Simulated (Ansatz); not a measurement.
**ZnCd₂Se₃: density, localisation and related maps**

Input file:

```
crystal:
  lattice:
    - [-1.9467205833, 2.7836171306, 5.8923126982]
    - [1.9467205833, -2.7836171306, 5.8923126982]
    - [1.9467205833, 2.7836171306, -5.8923126982]
  atoms:
    - { symbol: Zn, position: [0.0, 0.0, 0.0] }
    - { symbol: Cd, position: [0.6684134077, 0.6684134077, 0.0] }
    - { symbol: Cd, position: [0.3315865923, 0.3315865923, 0.0] }
    - { symbol: Se, position: [0.5, 0.0, 0.5] }
    - { symbol: Se, position: [0.155008438, 0.655008438, 0.5] }
    - { symbol: Se, position: [0.844991562, 0.344991562, 0.5] }
kpoints:
  mp_grid: { grid: [10, 10, 10] }
  band_path:
    path:
      - [0.0, 0.0, 0.0]
      - [0.5, 0.5, -0.5]
      - [0.2772882495, 0.7227117505, -0.2772882495]
      - [-0.2772882495, 0.2772882495, 0.2772882495]
      - [0.3057939922, -0.3057939922, 0.3057939922]
      - [0.6942060078, 0.3057939922, -0.3057939922]
      - [0.0, 0.5, 0.0]
      - [0.25, 0.25, 0.25]
      - [0.5, 0.0, 0.0]
    npoints: 1
hamiltonian:
  xc: r2scan
  dispersion: rvv10
scf:
  occupations: { method: fermi_dirac, width: 0.03 }
  n_extra_bands: 5
output:
  forces: true
  stress: true
  eigenvalues: true
  write_density: true
  write_potential: true
  elf: true
  volumetric_format: npy
```

Command:

```sh
ansatz run input.yaml --threads 2 --pin off --max-ram 2211MiB --backend cpu --events-out ev --progress --plain --runs-dir out
```

Below, planes, directions and counts refer to the conventional cell (a = 3.89 Å, b = 5.57 Å, c = 11.78 Å, α = 90.00°, β = 90.00°, γ = 90.00°).

Space group Immm; a structure from a database of computed crystals, not necessarily the ambient phase; started from the NaPr2Se3-71 prototype, which need not be the ambient phase.

Level of theory: DFT, r2SCAN+rVV10, plane waves, PAW in Ansatz.

In a PAW calculation such maps are meaningful between the atoms, not at the nuclei.

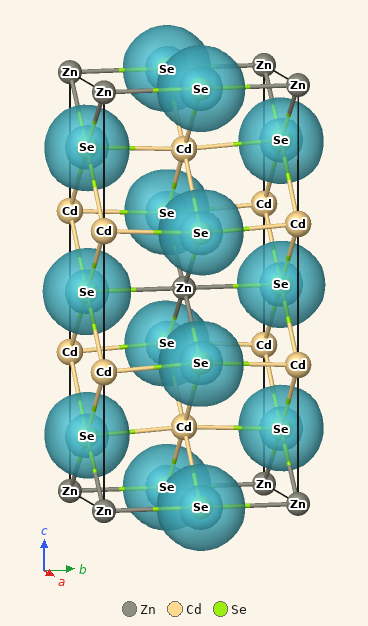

Figure 1. Isosurface of the electron localisation function at 0.7 (cyan), seen slightly off an axis. Core shells and regions of very low density are left out. Sticks mark near contacts.

Where are the electrons localised?

Answer. The ELF exceeds this value in six regions wrapped around Se (the valence shell of each), counted in one cell of 12 atoms. Regions shared between cells count once. Along the contacts the grid gives the following. Zn–Se (2.67 Å): the ELF is about 0.55 at the midpoint. Cd–Se (2.78 Å): the ELF is about 0.35 at the midpoint and 0.15 at its lowest between the atoms.

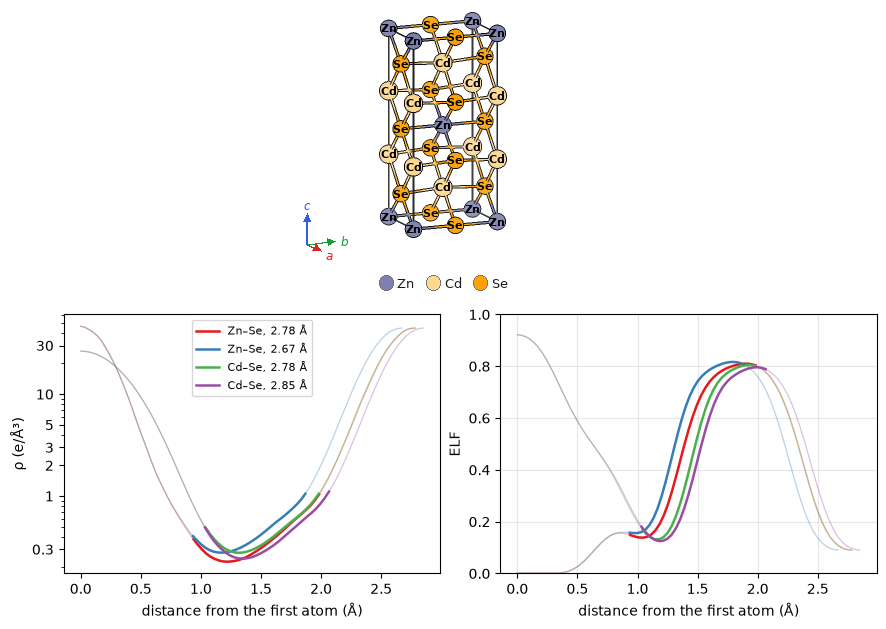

Figure 2. Valence pseudo-density and electron localisation function along straight lines between neighbouring atoms. Thin, pale parts lie inside the atomic spheres. The structure is drawn too.

What can be read from the curves?

Answer. Zn–Se (2.78 Å): ρ at the midpoint is about 0.26 e/Å³, with its minimum of 0.23 e/Å³ about 1.2 Å from Zn; the ELF is about 0.50 at the midpoint and 0.15 at its lowest between the atoms.
Zn–Se (2.67 Å): the density is about 0.31 e/Å³ at the midpoint, with its minimum of 0.28 e/Å³ about 1.2 Å from Zn; the ELF is about 0.55 at the midpoint.
Cd–Se (2.78 Å): ρ at the midpoint is about 0.29 e/Å³; the ELF is about 0.35 at the midpoint and 0.15 at its lowest between the atoms.
Cd–Se (2.85 Å): ρ is about 0.25 e/Å³ halfway; the ELF is about 0.30 at the midpoint and 0.15 at its lowest between the atoms.
